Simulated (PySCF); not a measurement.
## Run report: C$_{3}$H$_{6}$N$_{2}$Si, NMR shielding calculation

- system: C$_{3}$H$_{6}$N$_{2}$Si
- method: GIAO PBE0/pcSseg-0 NMR shielding, non-relativistic, gas phase (PySCF 2.14.0)

The geometry comes from this level: PBE0-D3(BJ)/def2-SVP. Figures and captions count atoms from 1; the log counts them from 0 in places.

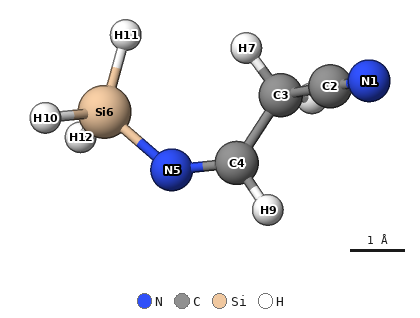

Fig. 1: The input geometry (ball-and-stick view, seen at a tilt; atoms are numbered from 1 in the order of the input).

## The input
```
{"job": {"kind": "nmr", "xc": "PBE0", "basis": "pcSseg-0", "pop": true}, "charge": 0, "multiplicity": 1}
N     -3.143492     1.747698     0.111023
C     -2.362419     0.919203     0.315959
C     -1.369392    -0.123276     0.531377
C     -0.707666    -0.576700    -0.763592
N      0.508196    -0.845293    -0.932698
Si     1.926531    -0.792786     0.087522
H     -0.619015     0.219748     1.260175
H     -1.879211    -0.995860     0.978519
H     -1.414433    -0.693500    -1.609019
H      2.932502     0.057015    -0.607139
H      1.709288    -0.249572     1.471805
H      2.425312    -2.192393     0.199311
```

The first line tells a small driver script what to run in PySCF; the rest is the geometry in Å.

Hardware: 1 CPU thread, shared host.

Launch command:
```bash
OMP_NUM_THREADS=1 python <driver script> task.json out
```

## Log
```
coarse grid: 10728 points
cycle   1  E = -515.5179343377  dE =  5.787e-01  |g| = 5.396e-01  |ddm| = 3.753e+00
cycle   2  E = -515.2312323451  dE =  2.867e-01  |g| = 1.268e+00  |ddm| = 2.532e+00
cycle   3  E = -515.5926461780  dE = -3.614e-01  |g| = 7.612e-02  |ddm| = 1.618e+00
cycle   4  E = -515.5931762827  dE = -5.301e-04  |g| = 6.216e-02  |ddm| = 1.430e-01
cycle   5  E = -515.5939481799  dE = -7.719e-04  |g| = 1.686e-02  |ddm| = 7.329e-02
cycle   6  E = -515.5940183373  dE = -7.016e-05  |g| = 2.039e-03  |ddm| = 2.613e-02
cycle   7  E = -515.5940193499  dE = -1.013e-06  |g| = 6.780e-04  |ddm| = 3.527e-03
final grid: 99768 points
cycle   8  E = -515.6132943364  dE = -1.515e-05  |g| = 3.540e-03  |ddm| = 1.995e-02
cycle   9  E = -515.6132932372  dE =  1.099e-06  |g| = 4.170e-03  |ddm| = 8.878e-03
cycle  10  E = -515.6132970504  dE = -3.813e-06  |g| = 1.541e-03  |ddm| = 5.448e-03
cycle  11  E = -515.6132975453  dE = -4.949e-07  |g| = 1.856e-04  |ddm| = 1.564e-03
cycle  12  E = -515.6132975520  dE = -6.686e-09  |g| = 8.121e-05  |ddm| = 3.483e-04
cycle  13  E = -515.6132975531  dE = -1.177e-09  |g| = 3.643e-05  |ddm| = 1.370e-04
cycle  14  E = -515.6132975535  dE = -3.164e-10  |g| = 3.885e-06  |ddm| = 4.363e-05
```

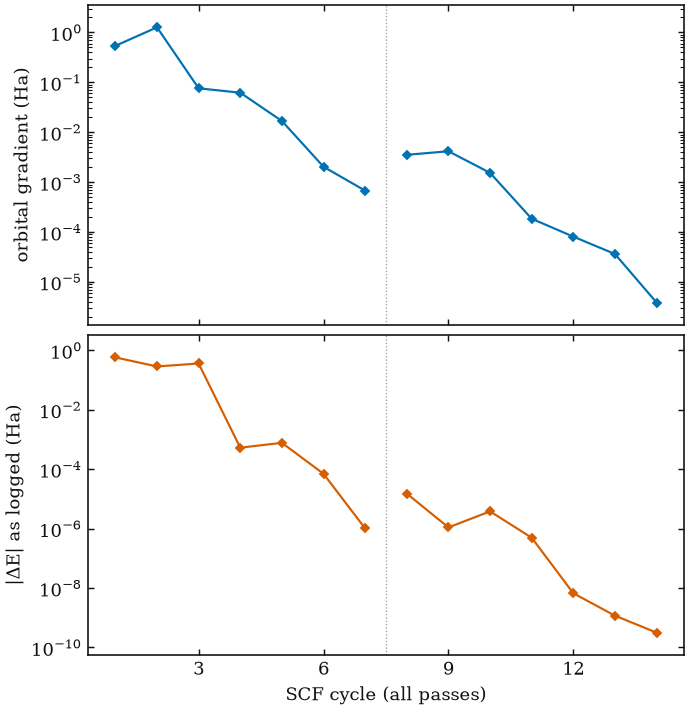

Fig. 2: Convergence of the self-consistent field: orbital gradient and size of the energy change against the SCF cycle. The dotted line marks the change from a coarse to the final integration grid. The first 7 cycles use a coarse grid, the final grid takes over at cycle 8, and the field converges after 14 cycles in all.

```
converged SCF energy = -515.6132975535

GIAO shielding tensors (ppm)
atom      isotropic    diamagn.    paramagn.     s11        s22        s33       span
  0 N      -53.718     319.859    -373.576   -237.901   -222.384    299.132    537.033
  1 C       62.560     280.415    -217.855    -53.292    -50.345    291.319    344.611
  2 C      164.297     243.721     -79.424    142.429    167.308    183.153     40.725
  3 C       17.458     248.239    -230.781    -82.175     10.042    124.506    206.681
  4 N     -144.107     339.086    -483.193   -607.413   -133.290    308.382    915.796
  5 Si     447.260     879.254    -431.994    402.413    417.386    521.982    119.569
  6 H       29.369      28.010       1.359     24.222     30.381     33.504      9.282
  7 H       29.929      28.242       1.687     25.065     29.434     35.288     10.223
  8 H       23.819      27.893      -4.074     21.531     23.277     26.649      5.117
  9 H       27.302      28.562      -1.260     23.735     26.293     31.877      8.142
 10 H       27.256      28.625      -1.369     23.109     26.977     31.681      8.572
 11 H       27.405      28.373      -0.968     23.847     26.301     32.066      8.219
```

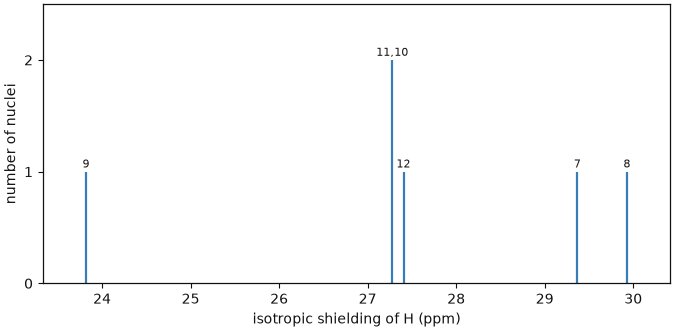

Fig. 3: Isotropic shieldings of the hydrogen nuclei in this fixed geometry, labelled by atom number; shielding grows to the right, so chemical shift grows to the left. The least shielded is H9 (23.8 ppm), the most shielded H8 (29.9 ppm).

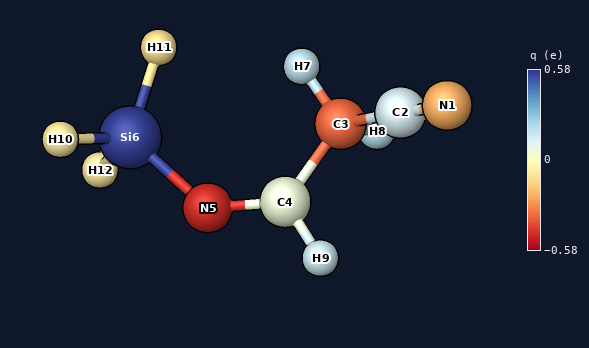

Fig. 4: IAO charges, as the colour of each atom (ball-and-stick view, seen at a tilt; atoms are numbered from 1 in the order of the input). By element: N −0.46 to −0.22, C −0.35 to +0.13, Si +0.55 and H −0.11 to +0.20 e.

## Results in brief

| quantity | value |
| --- | --- |
| outcome | converged |
| total energy | −515.613298 hartree |
| HOMO | −7.29 eV |
| LUMO | −1.27 eV |
| dipole moment | 3.46 D |
| isotropic shielding, N | −144.1 to −53.7 ppm |
| isotropic shielding, C | 17.5 to 164.3 ppm |
| isotropic shielding, Si | 447.3 ppm |
| isotropic shielding, H | 23.8 to 29.9 ppm |
| wall time | 5.9 s |
| peak memory | 0.43 GiB |
